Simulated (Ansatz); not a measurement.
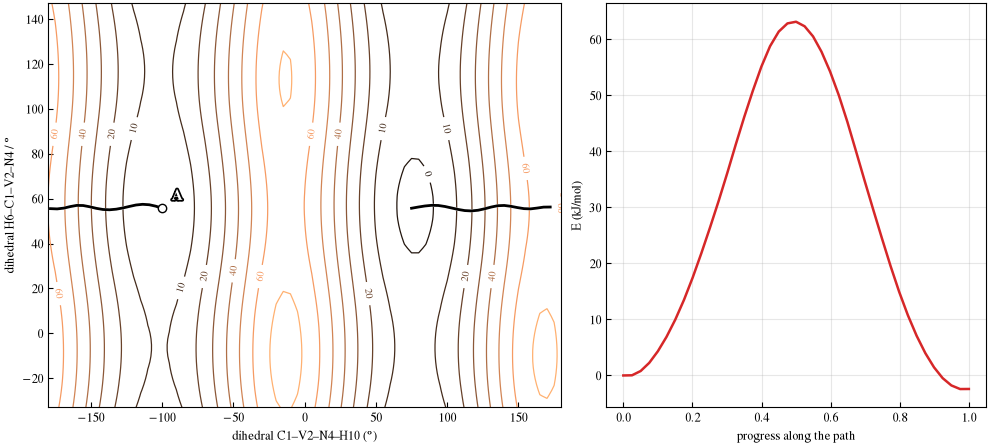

CH₆FN₂V, SMILES [CH3][V](=[NH])([NH2])[F]. Coordinates scanned: (1) dihedral C1–V2–N4–H10; (2) dihedral H6–C1–V2–N4. Nothing is relaxed (all other coordinates rigid). Grid: 9 × 9 points. Points are written as (first, second). All energies are given in kJ/mol relative to the lowest grid point. These are results of Ansatz 0.2.0, RKS PBE0-D4/def2-SVP, not measurements.

The picture shows contour lines labelled in kJ/mol, a line along the lowest path, the energy along the path at the right, the start A. Between grid points the surface is interpolated.

Describe the path and its barrier.

The easiest path leads from the well at (−100°, 57.0°) to a well of about the same depth at about (75°, 55°). Its highest point lies about 63 kJ/mol above the bottom of the first well on the interpolated surface, at about (170°, 55°). This is the barrier on the constrained surface; relaxing the other coordinates would change it.
